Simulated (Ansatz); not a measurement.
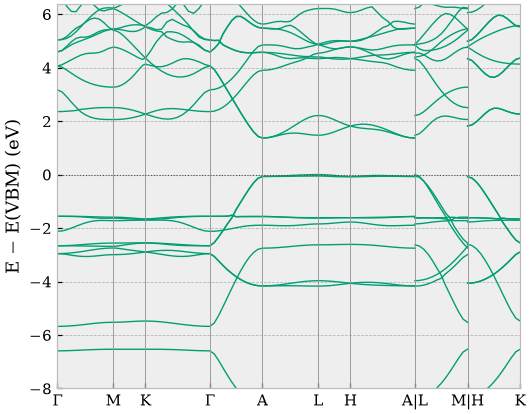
Figure: Band structure from the program Ansatz at the r²SCAN level (PAW)

Read off the gap and where the band edges lie.

About 1.4 eV (1.37 eV by a search for the band edges); maximum at L, minimum at A.

Pick the material that matches.
(A) Cs2PtC2, P-3m1 (Cs on 2d, Pt on 1a, C on 2c)
(B) Bi2Te3, La2O3 or Ni2Al3 type
(C) Li2ZrN2, P-3m1 (Li on 2d, Zr on 1a, N on 2d)
(D) Ce2SeO2, P-3m1 (Ce on 2d, Se on 1b, O on 2d)

A, Cs2PtC2, P-3m1 (Cs on 2d, Pt on 1a, C on 2c)

The workflow started from a Materials Project entry (that database holds measured and hypothetical structures alike); the Crystallography Open Database files this formula in space group No. 164, but the cells were not matched. Whether it is the stable phase at ambient conditions was not checked. The cell was relaxed with r²SCAN under the symmetry of its start; its stability against distortions is not shown here. No spin polarisation was allowed. Scalar-relativistic: spin–orbit coupling is off unless named, which matters more the heavier the elements.

Potentials: the later of the program's two PAW sets.
